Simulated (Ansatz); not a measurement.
## Electronic structure of Si2SnGe in real space

Input file:

```
crystal:
  lattice:
    - [4.0933757758, 0.0, 0.0]
    - [0.0, 4.0933757758, 0.0]
    - [0.0, 0.0, 5.8197709153]
  atoms:
    - { symbol: Si, position: [0.5, 0.0, 0.7683464591] }
    - { symbol: Si, position: [0.0, 0.5, 0.2316535409] }
    - { symbol: Sn, position: [0.0, 0.0, 0.5] }
    - { symbol: Ge, position: [0.5, 0.5, 0.0] }
basis:
  ecutwfc: 420
kpoints:
  mp_grid: { grid: [10, 10, 6] }
hamiltonian:
  xc: pbe
scf:
  occupations: { method: gaussian, width: 0.01 }
output:
  forces: true
  stress: true
  eigenvalues: true
  write_density: true
  write_potential: true
  elf: true
  volumetric_format: npy
relax:
  adjacent_minimum: "off"
  f_tol: 0.001
  max_steps: 60
  cell: { stress_tol: 0.01, fix: [volume] }
```

Launched as:

```sh
ansatz run input.yaml --threads 2 --pin off --max-ram 6144MiB --backend cpu --events-out ev --progress --plain --runs-dir out
```

Below, planes, directions and counts refer to the conventional cell (a = 4.09 Å, b = 4.09 Å, c = 5.82 Å, α = 90.00°, β = 90.00°, γ = 90.00°).

Space group P-4m2; changed on purpose from its base cell (volume × 0.98, shape and atoms relaxed).

Theory: DFT PBE, scalar-relativistic, plane waves, PAW in Ansatz.

The density is the valence pseudo-density of a PAW calculation; it isn't the true density close to the nuclei.

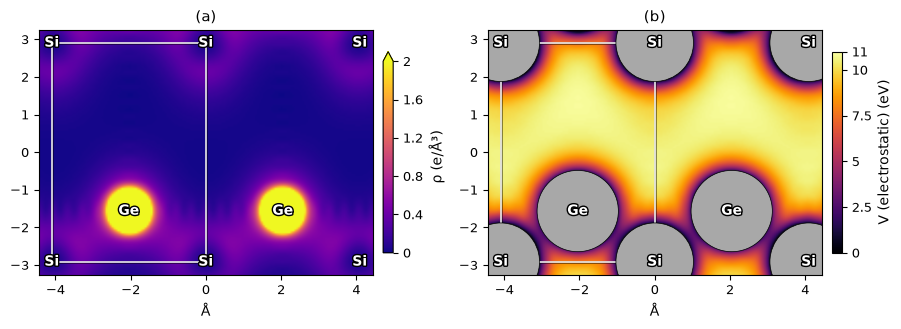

Figure 1. (a) valence charge density (pseudo); (b) electrostatic potential energy of an electron on the (100) plane of the conventional cell. Grey discs cover the atomic cores in the potential map.

What does the map show?

Answer.
- The plane passes through Si and Ge nuclei.
- Si–Ge (2.45 Å): ρ at the midpoint is about 0.5 e/Å³.
- Between the atoms the lowest density in this plane is 0.006 e/Å³.
- Outside the cores the potential energy rises away from the atoms and is highest about 2.5 Å from the nearest atoms; its zero is arbitrary.

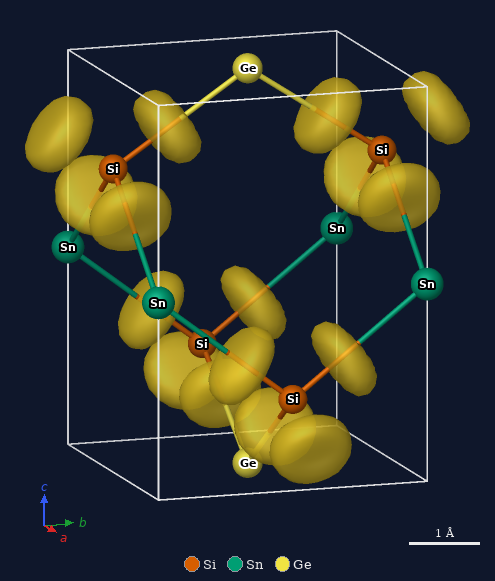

Figure 2. Isosurface of the ELF at 0.8 (yellow), seen slightly off an axis. Core shells and regions of very low density are left out. Sticks mark near contacts.

Where are the electrons localised?

Answer. The surface consists of four regions between bonded Ge–Si atoms (shared pairs) and four lobes of the valence shell of Si pointing towards Sn (polar bonds), counted in one cell of 4 atoms. Regions shared between cells count once. Along the contacts the grid gives the following. Si–Ge (2.45 Å): the ELF peaks at about 0.90 between the atoms: a shared electron pair. Si–Sn (2.58 Å): the ELF peaks at about 0.90 in the valence shell of Si, 1.0 Å from its nucleus, and is about 0.75 at the midpoint.
